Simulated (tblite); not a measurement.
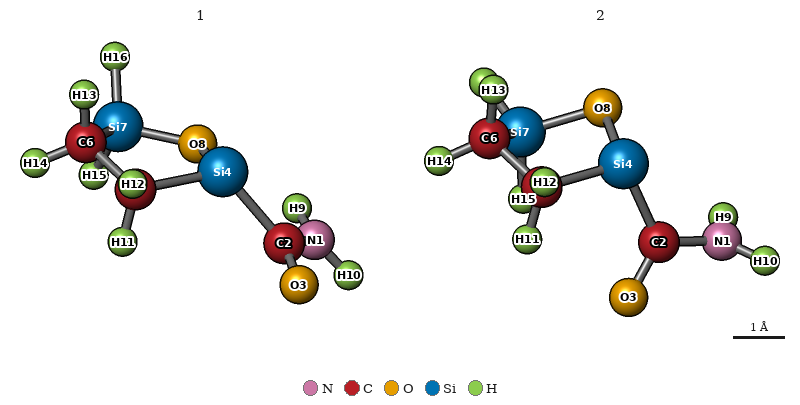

Two geometries of C3H8NO2Si2 (multiplicity 2), drawn at one scale. One is the start of a relaxation, the other its converged end. Style: ball-and-stick. Shown from a free direction.

Level of theory: GFN2-xTB geometry optimisation, gas phase (tblite). 

Question: Which of the two is the end point?

Answer: Structure 1 is the relaxed one. Over 94 geometry steps the energy falls by 1.897 eV. The largest move after the best rigid fit is that of an O atom, 1.76 Å. By element the largest moves are O 1.76 Å, H 0.92 Å, C 0.63 Å, Si 0.18 Å, N 0.17 Å. Some distances before and after: O–Si 1.734 → 1.638 Å, C–N 1.443 → 1.351 Å, C–Si 1.841 → 1.910 Å, C–O 1.270 → 1.216 Å. Bond angles that change, for instance: Si–O–Si 99.8° → 119.8°, C–Si–C 106.3° → 121.0°, C–C–Si 99.9° → 108.1°. Groups turn about C–N by about 65°, C–Si by about 45°.
